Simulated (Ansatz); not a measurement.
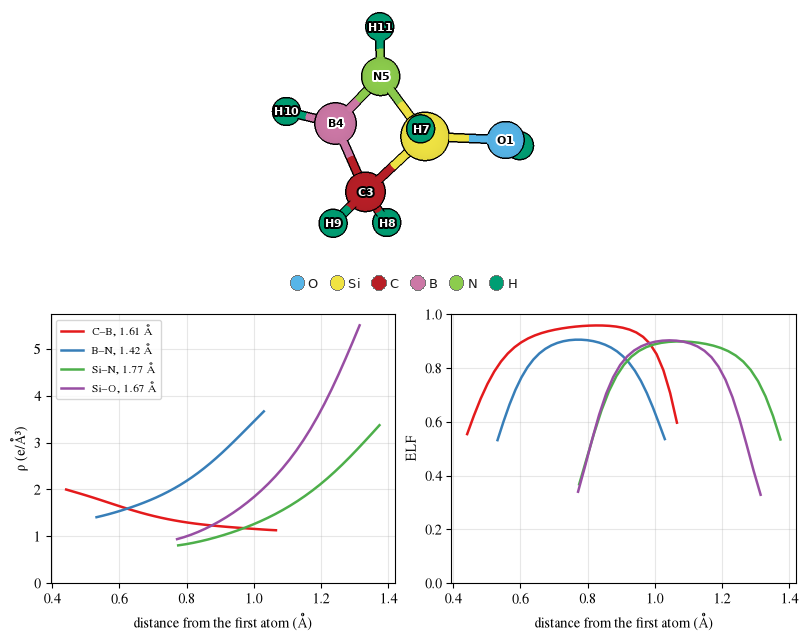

CH6BNOSi. Electron density and ELF along straight lines between neighbouring atoms. The curves leave out the atomic cores. The structure is drawn too.

Level of theory: RKS PBE-D4/def2-mTZVP in Ansatz.

```xyz
11

O    -2.1116    0.1936    0.5160
Si   -0.5423    0.7618    0.5048
C    -0.0848    2.4853    1.1123
B     0.4666    2.6494   -0.3899
N     0.0583    1.4423   -1.0171
H    -2.7967    0.8284    0.2403
H     0.2342   -0.4184    0.9890
H    -0.9356    3.1401    1.3568
H     0.6497    2.5809    1.9246
H     1.1043    3.5289   -0.9082
H     0.2241    1.1174   -1.9676
```

Compare the contacts.

Answer. C–B (1.61 Å): ρ at the midpoint is about 1.3 e/Å³; the ELF peaks at about 0.95 between the atoms; localised, covalent bonding.
B–N (1.42 Å): the density is about 1.8 e/Å³ at the midpoint; the ELF peaks at about 0.90 between the atoms; a shared but strongly polarised pair.
Si–N (1.77 Å): ρ is about 0.97 e/Å³ halfway; the ELF peaks at about 0.90 between the atoms; a shared but strongly polarised pair.
Si–O (1.67 Å): ρ is about 1.1 e/Å³ halfway; the ELF peaks at about 0.90 between the atoms (a polar covalent bond).
